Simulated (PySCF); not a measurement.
SMILES [Mg]([OH])[F] at its B3LYP/def2-SVP optimised geometry (Å):

```
4

Mg     0.4734    -0.0021     0.0000
F      2.2333    -0.0021     0.0000
O     -1.2799     0.0007    -0.0128
H     -2.2333     0.0021    -0.0187
```

Method: B3LYP/def2-TZVP (PySCF).

Map of the log10 of the electron density (e/bohr³), floored at −4 on the plane z = 0.6 Å:

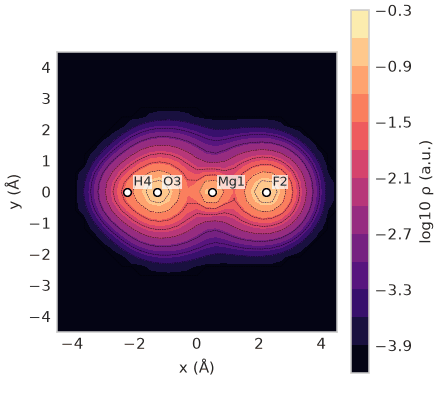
Figure: Log10 of the electron density (e/bohr³), floored at −4 on the plane z = 0.6 Å.
